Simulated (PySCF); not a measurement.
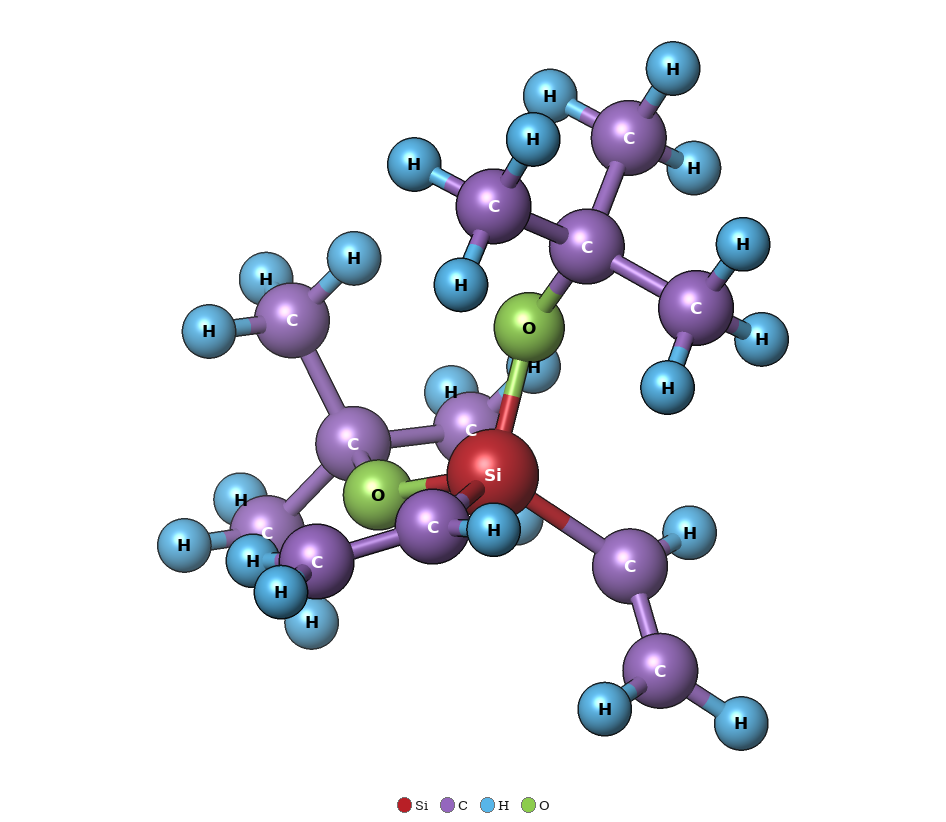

The computed structure is the end point of a PBE0-D3(BJ)/def2-SVP optimisation. No frequency run is at hand to confirm it as a minimum. Properties computed with ωB97X-D/pcSseg-1, gas phase (PySCF 2.14.0).

Question: Estimate the HOMO energy (Kohn–Sham orbital).

Answer: −9.37 eV.

Question: Estimate the HOMO–LUMO gap.

Answer: 10.79 eV.

Question: What is the dipole moment?

Answer: 1.17 D.
